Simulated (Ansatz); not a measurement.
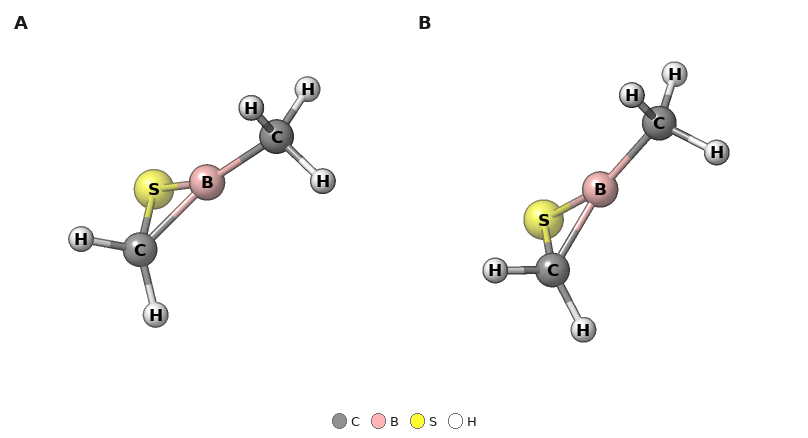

Depth is shown by fading: the farther an atom, the more it takes the colour of the background. Computed geometry: PBE0-D4/def2-TZVP optimisation. No frequency run is at hand to confirm it as a minimum.

> How are A and B related: the same structure turned, mirror images, conformers, diastereomers or constitutional isomers?

They are the same structure, C2H5BS (CB1CS1), seen from two directions. With point group Cs it is achiral, so its mirror image would be the same too.
